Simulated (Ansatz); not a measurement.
```xyz
6
Lattice="3.4678 0.0000 0.0000 -1.7339 3.0032 0.0000 0.0000 0.0000 8.7954" Properties=species:S:1:pos:R:3 pbc="T T T"
Ga    0.0000    0.0000    0.4206
Ga    0.0000    2.0022    5.4995
Ga    1.7339    1.0011    2.9555
As    0.0000    2.0022    7.9972
N     1.7339    1.0011    4.9363
N     0.0000    0.0000    2.3783
```

Space group P3m1; a structure generated by program, which may or may not match a known phase.

All numbers below come from DFT PBE, scalar-relativistic, plane waves, PAW (Ansatz).

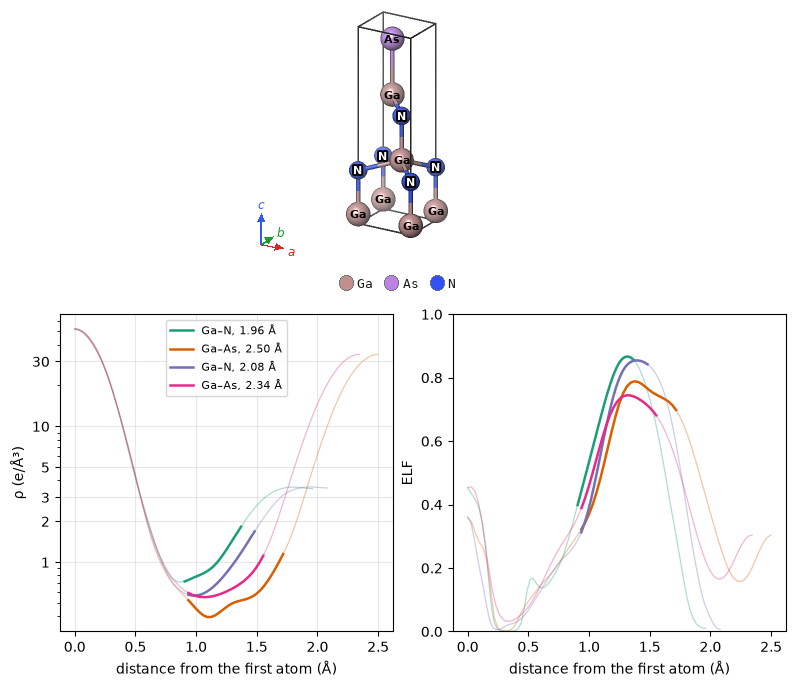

Ga$_{3}$AsN$_{2}$. Valence electron density and ELF along straight lines between neighbouring atoms. Thin, pale parts lie inside the atomic spheres. The structure is drawn too.

In a PAW calculation such maps are meaningful between the atoms, not at the nuclei.

Question: What can be read from the curves?

Answer: Ga–N (1.96 Å): ρ at the midpoint is about 0.77 e/Å³; the ELF peaks at about 0.85 in the valence shell of N, 0.6 Å from its nucleus, and is about 0.50 at the midpoint.
Ga–As (2.50 Å): ρ at the midpoint is about 0.47 e/Å³, with its minimum of 0.4 e/Å³ about 1.1 Å from Ga; the ELF peaks at about 0.80 between the atoms.
Ga–N (2.08 Å): ρ at the midpoint is about 0.58 e/Å³; the ELF peaks at about 0.85 in the valence shell of N, 0.7 Å from its nucleus, and is about 0.45 at the midpoint.
Ga–As (2.34 Å): the density is about 0.57 e/Å³ at the midpoint; the ELF peaks at about 0.75 between the atoms.
